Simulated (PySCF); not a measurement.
Molecule: SMILES [Br][In]([Br])[Br]. Atoms near the plane z = 0.0 Å, at the PBE0/def2-SVP optimised geometry (x, y, z in Å): In1 (-0.6, 0.0, 0.0), Br2 (-1.8, -2.1, 0.0), Br3 (-1.8, 2.1, 0.0), Br4 (1.8, 0.0, 0.0).

Calculation: PBE0/def2-TZVP, def2 effective core potentials past Kr (PySCF). The core electrons that the potentials of In replace are not part of the density. Cells within 0.4 Å of a nucleus heavier than hydrogen are left out (blank, or x). The values are rescaled to run from 0 to 1.

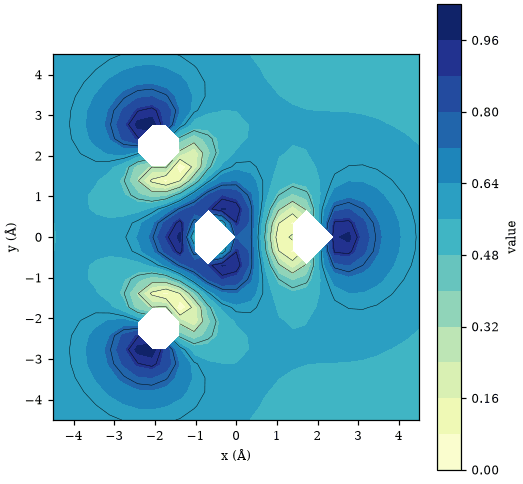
Figure: a field on the plane z = 0.0 Å.

Which quantity is mapped?
(A) Laplacian of the electron density
(B) log10 of the electron density
(C) electrostatic potential
(D) an orbital amplitude

D, an orbital amplitude. In full: LUMO amplitude (bohr^(-3/2)).
